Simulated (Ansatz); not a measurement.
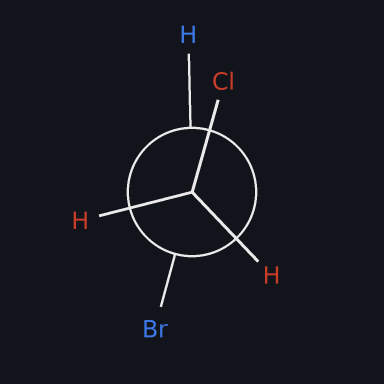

A Newman projection along the Si–B bond, silicon in front; angles are drawn as computed, but eclipsed bonds slightly apart. The geometry was computed by an optimisation with PBE-D4/def2-SVP. No frequency run is at hand to confirm it as a minimum.

Which molecule is it?

BBrClH3Si, Cl[SiH2]BBr

What is the torsion angle from the front Cl to the back Br? The sign is positive where the front bond must turn clockwise to cover the back bond.

179°, antiperiplanar (anti).
